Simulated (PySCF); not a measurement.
# CH2F2GeO (SMILES [F][Ge]1([F])[CH2][O]1): levels of theory compared

Wanted: a comparison of 6 runs (HF/STO-3G, HF/3-21G, HF/def2-SVP, SVWN5/6-31G, SVWN5/6-31G**, B3LYP/6-31G*) of CH2F2GeO. Input form: a Python script.

The results are computed with PySCF 2.14.0.

### 1 Starting point

CH2F2GeO: 7 atoms, total charge 0, spin state singlet. As SMILES, `[F][Ge]1([F])[CH2][O]1`. Geometry: relaxed at PBE0-D4/def2-TZVP.

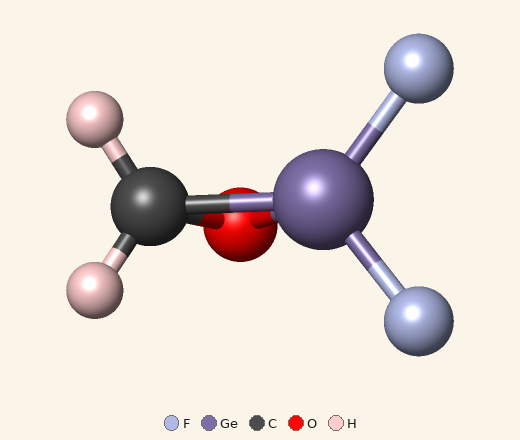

The structure, seen from a chosen angle (fluorine light blue, germanium purple, carbon dark grey, oxygen red, hydrogen pink).

### 2 Energy and gradient at HF/STO-3G (run 1)

run.py

```python
# [F][Ge]1([F])[CH2][O]1
from pyscf import gto, scf

mol = gto.M(
    atom='''
F   -0.658600  -2.224500   0.108200
Ge   0.201600  -0.763100   0.305800
F    1.623000  -1.214000   1.136900
C   -0.340500   0.959200  -0.183700
O    0.441700   0.200800  -1.173400
H   -1.374800   1.145000  -0.467700
H    0.168700   1.828700   0.228300
''',
    spin=0,
    charge=0,
    basis='sto-3g',
    verbose=4,
    max_memory=1860,
)

mf = scf.RHF(mol)
mf.conv_tol = 1e-10
mf.kernel()
if not mf.converged:
    mf = mf.newton().run(mf.mo_coeff, mf.mo_occ)

e_final = mf.e_tot
print('Final energy', e_final)
grad = mf.nuc_grad_method().kernel()
mf.analyze()
```

Started as:

```console
$ OMP_NUM_THREADS=1 python run.py
```

The log of the run:

```text
PySCF version 2.14.0

[... 82 lines left out ...]
Two-electron Energy =                 1363.770874280612816
[... 7 lines left out ...]
MO #4   energy= -45.5532885471035  occ= 2
[... 5 lines left out ...]
MO #10  energy= -6.57417834552098  occ= 2
[... 5 lines left out ...]
MO #16  energy= -1.2595378270354   occ= 2
[... 5 lines left out ...]
MO #22  energy= -0.744605663884978 occ= 2
[... 5 lines left out ...]
MO #28  energy= -0.460955451217053 occ= 2
[... 5 lines left out ...]
MO #34  energy= 0.266034221809324  occ= 0
[... 5 lines left out ...]
MO #40  energy= 0.742311513584994  occ= 0
[... 50 lines left out ...]
Dipole moment(X, Y, Z, Debye): -1.00353,  0.55140,  1.68412
```

It took 4.5 s on 1 thread of Intel Xeon at 2.70GHz, shared host; peak memory 0.12 GiB.

### 3 Energy and gradient at HF/3-21G (run 2)

input.py

```python
# [F][Ge]1([F])[CH2][O]1
import pyscf.grad
from pyscf import gto, scf

mol = gto.M(
    atom=[
    ('F', (-0.658600, -2.224500, 0.108200)),
    ('Ge', (0.201600, -0.763100, 0.305800)),
    ('F', (1.623000, -1.214000, 1.136900)),
    ('C', (-0.340500, 0.959200, -0.183700)),
    ('O', (0.441700, 0.200800, -1.173400)),
    ('H', (-1.374800, 1.145000, -0.467700)),
    ('H', (0.168700, 1.828700, 0.228300)),
],
    basis='3-21g',
    spin=0,
    max_memory=1860,
    verbose=4,
)

mf = scf.RHF(mol)
mf.conv_tol = 1e-10
mf.kernel()
if not mf.converged:
    mf = mf.newton().run(mf.mo_coeff, mf.mo_occ)

e_tot = mf.e_tot
print(f'total energy: {e_tot:.8f} hartree')
grad = mf.Gradients().kernel()
mf.analyze()
```

Started as:

```console
$ OMP_NUM_THREADS=1 python input.py
```

The log of the run:

```text
PySCF version 2.14.0

[... 85 lines left out ...]
Two-electron Coulomb Energy =         1460.237064752232072
[... 10 lines left out ...]
MO #8   energy= -20.4639808491952  occ= 2
[... 8 lines left out ...]
MO #17  energy= -1.68845394734558  occ= 2
[... 8 lines left out ...]
MO #26  energy= -0.66216840042834  occ= 2
[... 8 lines left out ...]
MO #35  energy= 0.164610524371728  occ= 0
[... 8 lines left out ...]
MO #44  energy= 0.576552033480884  occ= 0
[... 8 lines left out ...]
MO #53  energy= 2.05370178281808   occ= 0
[... 8 lines left out ...]
MO #62  energy= 3.77951837277963   occ= 0
[... 72 lines left out ...]
Dipole moment(X, Y, Z, Debye): -1.91991,  2.02644,  2.26784
```

Run time: 4.8 s. Hardware: 1 thread of Intel Xeon at 2.70GHz, shared host; peak memory 0.13 GiB.

Runs 3 to 5 aren't shown in full; the table further down has their settings and results.

### 4 Energy and gradient at B3LYP/6-31G(d) (Cartesian functions) (run 6)

job.py

```python
# [F][Ge]1([F])[CH2][O]1
from pyscf import gto, dft

mol = gto.M(
    atom='''
F   -0.658600  -2.224500   0.108200
Ge   0.201600  -0.763100   0.305800
F    1.623000  -1.214000   1.136900
C   -0.340500   0.959200  -0.183700
O    0.441700   0.200800  -1.173400
H   -1.374800   1.145000  -0.467700
H    0.168700   1.828700   0.228300
''',
    spin=0,
    verbose=4,
    cart=True,
    basis='6-31g*',
    max_memory=1860,
)

ks = dft.RKS(mol)
ks.xc = 'b3lyp'
ks.conv_tol = 1e-10
ks.grids.level = 5
ks.kernel()
if not ks.converged:
    ks = ks.newton().run(ks.mo_coeff, ks.mo_occ)

e_tot = ks.e_tot
print('Final energy', e_tot)
grad = ks.nuc_grad_method().kernel()
ks.analyze()
```

Started as:

```console
$ OMP_NUM_THREADS=1 python job.py
```

The log of the run:

```text
PySCF version 2.14.0

[... 97 lines left out ...]
Total Energy =                       -2390.986481828751948
[... 14 lines left out ...]
MO #8   energy= -19.1648901158412  occ= 2
[... 12 lines left out ...]
MO #21  energy= -1.0168968854304   occ= 2
[... 12 lines left out ...]
MO #34  energy= -0.0744790397643271 occ= 0
[... 12 lines left out ...]
MO #47  energy= 0.495789574469723  occ= 0
[... 12 lines left out ...]
MO #60  energy= 1.19566350180137   occ= 0
[... 12 lines left out ...]
MO #73  energy= 1.81006016602633   occ= 0
[... 12 lines left out ...]
MO #86  energy= 2.55795415725919   occ= 0
[... 12 lines left out ...]
MO #99  energy= 86.8369019374045   occ= 0
[... 109 lines left out ...]
Dipole moment(X, Y, Z, Debye): -1.46260,  1.91342,  1.36476
```

It took 59 s on 1 thread of Intel Xeon at 2.70GHz, shared host; peak memory 0.98 GiB.

### 5 The series

```csv
run,level,integration grid,Cartesian functions,energy (Eh),dipole moment (D),HOMO energy (eV),LUMO energy (eV),wall time
1,HF/STO-3G,–,no,-2360.213247,2.04,-7.42,7.24,4.5 s
2,HF/3-21G,–,no,-2376.466073,3.60,-10.95,2.01,4.8 s
3,HF/def2-SVP,–,no,-2387.622327,3.38,-11.35,1.87,11 s
4,SVWN5/6-31G,5,no,-2385.495021,3.23,-7.05,-3.46,18 s
5,SVWN5/6-31G** (spherical functions),5,no,-2385.638009,2.65,-6.78,-2.99,34 s
6,B3LYP/6-31G* (Cartesian functions),5,yes,-2390.986482,2.77,-7.70,-2.03,59 s
```

### 6 Results

| quantity | value |
| --- | --- |
| run 6: total energy | -2390.98648 Eh |
| run 6: dipole moment | 2.77 D |
| run 6: HOMO energy | -7.70 eV |
| run 6: LUMO energy | -2.03 eV |
| run 6: HOMO–LUMO gap | 5.68 eV |
| run 6: largest force on an atom | 0.696 eV/Å |

The dipole moment (its size) runs from 2.04 D (HF/STO-3G) to 3.60 D (HF/3-21G). The HOMO–LUMO gap runs from 3.59 eV (SVWN5/6-31G) to 14.66 eV (HF/STO-3G). The two ends differ in method and basis. Totals of different functionals can't be ranked against each other. In run 1 the basis is minimal, so the values are rough. All runs together took 2.2 min, the longest 59 s.
